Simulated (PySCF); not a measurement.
Si(Me)(OMe)(SiH3)2, C2H12OSi3, SMILES CO[Si](C)([SiH3])[SiH3] at its GFN2-xTB optimised geometry (Å):

```
18

C      0.3573     0.5779     4.2998
O      0.5686     0.8698     2.9552
Si    -0.0309     0.0902     1.6357
C     -1.9499     0.2413     1.6339
Si     0.9091     1.4306     0.0000
Si     0.4611    -2.1881     1.7682
H     -0.6892     0.7385     4.5716
H      0.6204    -0.4610     4.5190
H      0.9861     1.2403     4.8960
H     -2.3752    -0.1295     0.7055
H     -2.4062    -0.3232     2.4456
H     -2.2645     1.2773     1.7439
H      0.5075     2.8419     0.0000
H      0.5075     0.9043    -1.3109
H      2.3752     1.4306     0.0000
H     -0.4154    -2.9555     2.6688
H      1.8188    -2.4522     2.2639
H      0.3645    -2.8419     0.4600
```

Calculation: PySCF with PBE0/def2-SVP. Cells within 0.4 Å of a nucleus heavier than hydrogen are left out (blank, or x).

Map of the log10 of the electron density (e/bohr³), floored at −4 on the plane z = 0.0 Å:

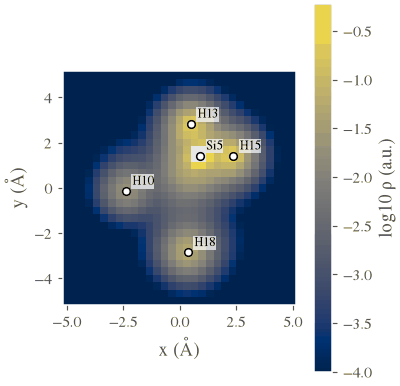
Fig. 1. Log10 of the electron density (e/bohr³), floored at −4 on the plane z = 0.0 Å.
